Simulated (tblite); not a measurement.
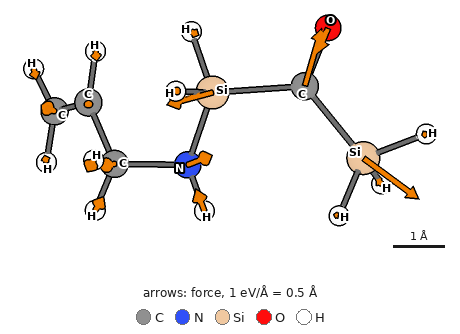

Starting geometry of C4H11NOSi2 with the computed forces as orange arrows. A ball-and-stick model, seen from a free direction.

All numbers below come from GFN2-xTB geometry optimisation, gas phase in tblite 0.8.0. 

Question: Is this structure relaxed? If not, where do the atoms go?

Answer: It isn't relaxed: the largest force vector, on a Si atom, is 2.76 eV/Å. The final displacements have little in common with the starting forces (cosine between the two patterns 0.15). An H atom moves most after the best rigid fit: 1.01 Å. By element the largest moves are H 1.01 Å, O 0.56 Å, N 0.43 Å, Si 0.41 Å, C 0.30 Å. Some distances before and after: C–Si 1.835 → 1.927 Å, N–Si 1.782 → 1.712 Å, H–N 1.043 → 1.009 Å, C–O 1.241 → 1.218 Å. Among the angles between lasting bonds that change: C–N–Si 108.0° → 126.7°, C–C–H 123.2° → 114.8°, N–Si–C 112.6° → 104.5°. Groups turn about C–Si by about 35°, C–Si by about 25°. After 147 geometry steps the energy has fallen by 0.734 eV. Cost: 2.1 s on 1 thread of Arm Neoverse N1 (shared host).
